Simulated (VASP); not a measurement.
Band structure of CdS (wurtzite). Level of theory: modified Becke-Johnson potential (mBJ) with spin-orbit coupling, VASP's PBE PAW potentials (set 64) (plane waves; VASP).

mBJ is a potential without an energy functional, so only the levels count.

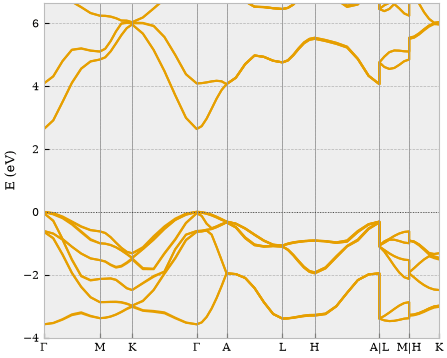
Figure: Bands along high-symmetry lines, zero at the valence-band maximum or, without a gap, the Fermi level

Q: Read the plot: is there a gap, and where are the band edges?

A: The gap is direct, 2.63 eV, from the valence maximum at Γ to the conduction minimum at Γ.

Measured: gap 2.64 eV at 0 K (computed value off by -0.01 eV), as given by X. Ren et al., All-electron periodic G0W0 implementation with numerical atomic orbital basis functions: algorithm and benchmarks (2021), arXiv:2011.01400 [zero-point renormalisation of 0.068 eV removed from the gap extrapolated to 0 K (as printed)].

The compound is CdS in the wurtzite structure. It was relaxed first. The k-mesh is coarse (spacing up to 0.43 per Å, 2π included), so the numbers may not be converged in it. The cell's shape comes from a PBE relaxation.
